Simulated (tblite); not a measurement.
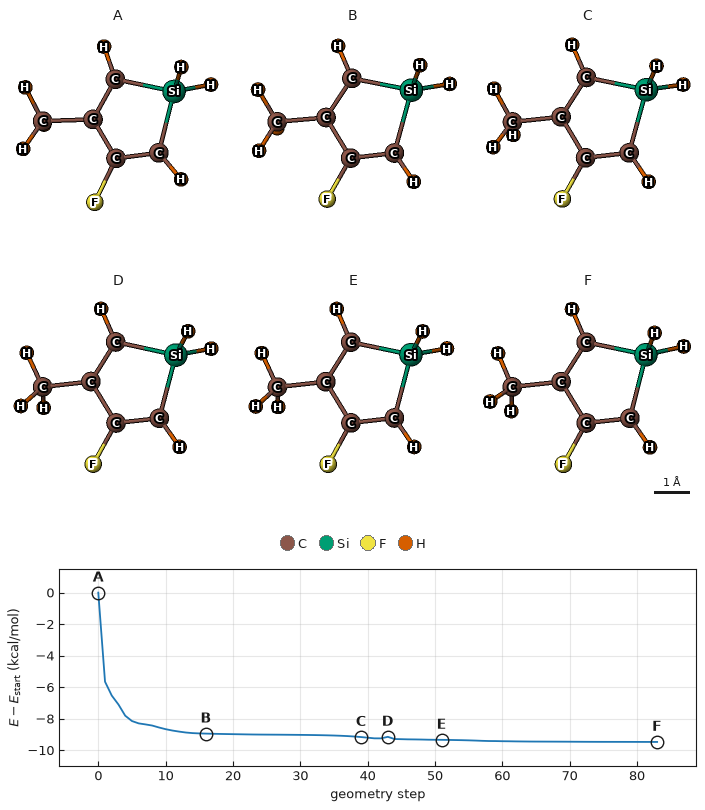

Frames of a relaxation of C5H7FSi, marked on the history of the run. A ball-and-stick model, seen at a tilt.

The calculation used GFN2-xTB geometry optimisation, gas phase (tblite). 

Question: Describe the path.

Answer: The atom that moves furthest after the best rigid fit is an H atom (0.68 Å). Largest moves by element: H 0.68 Å, F 0.23 Å, C 0.11 Å, Si 0.11 Å. Among the contacts that change: C–C 1.404 → 1.465 Å, C–C 1.539 → 1.491 Å, C–F 1.399 → 1.352 Å, C–Si 1.835 → 1.882 Å. Among the angles between lasting bonds that change: C–C–C 118.2° → 127.3°, C–C–H 129.6° → 121.5°, H–C–H 114.9° → 107.3°. Groups turn about C–C by about 35°. After 83 geometry steps the energy has fallen by 9.47 kcal/mol. Cost: 0.8 s on 1 thread of Arm Neoverse N1 (shared host). From step 0 to 16: the F atom moves most (0.13 Å), energy −8.94 kcal/mol. From step 16 to 39: an H atom moves most (0.20 Å), energy −0.22 kcal/mol. From step 39 to 43: H atoms move most (0.24 Å), energy +0.01 kcal/mol. From step 43 to 51: an H atom moves most (0.03 Å), energy −0.19 kcal/mol. From step 51 to 83: H atoms move most (0.17 Å), energy −0.13 kcal/mol.

| step | E − E(0), kcal/mol |
| --- | --- |
| 0 | 0.00 |
| 1 | -5.65 |
| 2 | -6.53 |
| 3 | -7.10 |
| 4 | -7.81 |
| 5 | -8.14 |
| 6 | -8.29 |
| 7 | -8.36 |
| 8 | -8.43 |
| 9 | -8.55 |
| 10 | -8.66 |
| 14 | -8.91 |
| 18 | -8.96 |
| 22 | -8.99 |
| 25 | -9.01 |
| 29 | -9.02 |
| 33 | -9.04 |
| 37 | -9.10 |
| 41 | -9.24 |
| 45 | -9.30 |
| 48 | -9.32 |
| 52 | -9.34 |
| 56 | -9.38 |
| 60 | -9.42 |
| 64 | -9.44 |
| 68 | -9.45 |
| 71 | -9.46 |
| 75 | -9.47 |
| 79 | -9.47 |
| 83 | -9.47 |
